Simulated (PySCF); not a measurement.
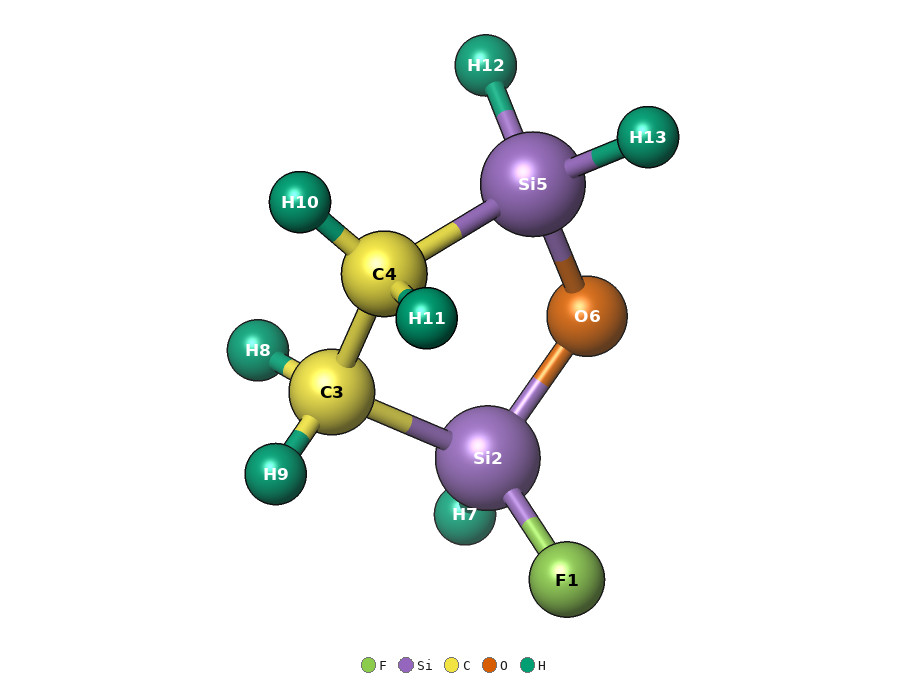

Computed geometry: PBE0-D3(BJ)/def2-SVP optimisation. No frequency run is at hand to confirm it as a minimum. Method: TDDFT CAM-B3LYP/def2-SVPD, vertical, gas phase, core orbitals frozen in the response (PySCF 2.14.0), and the same with a continuum solvent (IEF-PCM, Bondi radii x 1.2, gas-phase geometry).

How do dipole (D), HOMO–LUMO gap (eV), lowest singlet (eV) change in acetonitrile (ε = 35.7)?

| medium | dipole (D) | HOMO–LUMO gap (eV) | lowest singlet (eV) |
| --- | --- | --- | --- |
| gas phase | 2.63 | 10.96 | 7.63 |
| acetonitrile | 3.40 | 10.80 | 7.55 |
